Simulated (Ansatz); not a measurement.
## Electronic structure of BrClGaH₃ in real space

The calculation's input:

```
crystal:
  periodic: [false, false, false]
  atoms:
    - {symbol: Ga, position_ang: [-0.404614, -0.593005, 0.394122]}
    - {symbol: Br, position_ang: [-0.602070, 1.802581, -0.577409]}
    - {symbol: H, position_ang: [-1.208405, -1.496283, -0.575905]}
    - {symbol: H, position_ang: [-0.358449, -0.408874, 1.932597]}
    - {symbol: H, position_ang: [0.817036, 1.023076, -0.720324]}
    - {symbol: Cl, position_ang: [1.756401, -0.327495, -0.453181]}
basis:
  gaussian: {orbitals: def2-TZVPP}
hamiltonian: {xc: pbe0, dispersion: d4}
output: {orbitals: {seedname: orbitals}}
```

Launched as:

```sh
ansatz run in.yaml --threads 4 --pin off --events-out ev --progress --plain --max-ram 9574MiB
```

A transition-state structure; geometry: PBE0-D4/def2-TZVP.

All numbers below come from Ansatz 0.2.0, RKS PBE0-D4/def2-TZVPP.

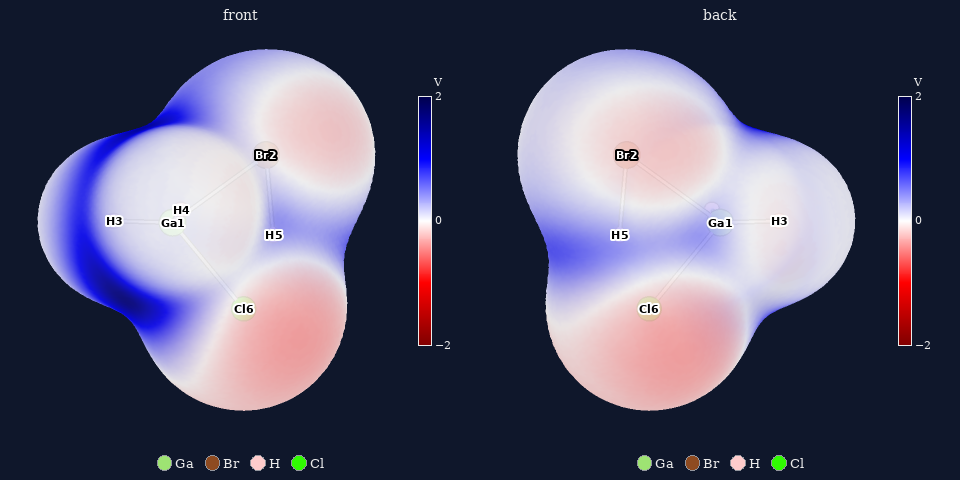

Figure 1. The molecular electrostatic potential painted on the density surface at 0.001 e/bohr³, seen from the front and from behind; the colour scale runs from red (negative) to blue (positive).

Describe the electrostatic potential map.

Answer. The most negative region (about −0.4 V, or −9 kcal/mol for a unit charge) lies over Cl6, the most positive (about +1.6 V, or +37 kcal/mol for a unit charge) over Ga1.

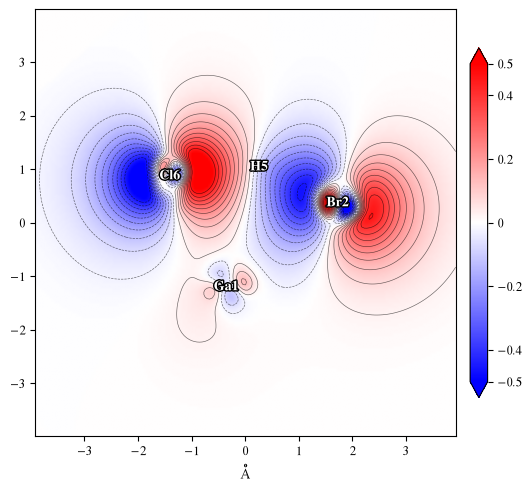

Figure 2. The HOMO−1 on the plane of atoms Br2, Ga1 and Cl6 (values in Å⁻³ᐟ²; the overall sign is arbitrary).

Where does this orbital lie, and at what energy?

Answer. It lies mainly on Cl6 (about 50 %) and Br2 (about 45 %); largely a combination of lone pairs on Cl6 and Br2. Its energy is −9.04 eV.

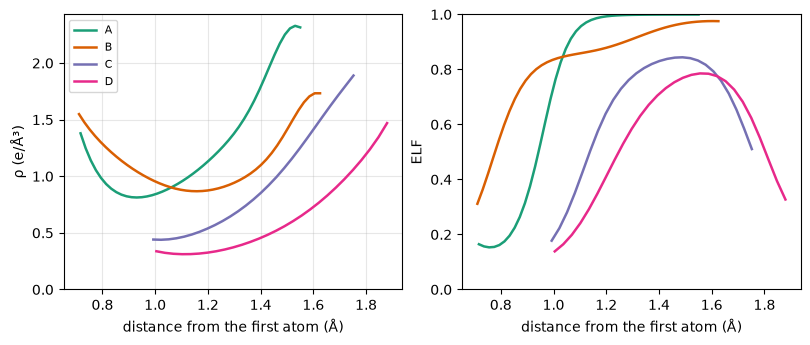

Figure 3. Total electron density and ELF along straight lines between neighbouring atoms. The curves leave out the atomic cores.

Which curve belongs to which contact (Br–H, Ga–Br, Ga–Cl and Ga–H)? The first atom named is at distance zero.

Answer. Curve A: Ga–H (1.55 Å): ρ at the midpoint is about 1.1 e/Å³; the ELF climbs to about 1 towards the hydrogen. Curve B: Br–H (1.63 Å): the density is about 1.3 e/Å³ at the midpoint; the ELF climbs to about 0.95 towards the hydrogen. Curve C: Ga–Cl (2.34 Å): ρ at the midpoint is about 0.51 e/Å³, with its minimum of 0.44 e/Å³ about 1.0 Å from Ga; the ELF peaks at about 0.85 in the valence shell of Cl, 0.8 Å from its nucleus, and is about 0.60 at the midpoint. Curve D: Ga–Br (2.59 Å): ρ at the midpoint is about 0.37 e/Å³, with its minimum of 0.31 e/Å³ about 1.1 Å from Ga; the ELF peaks at about 0.80 in the valence shell of Br, 1.0 Å from its nucleus, and is about 0.60 at the midpoint.
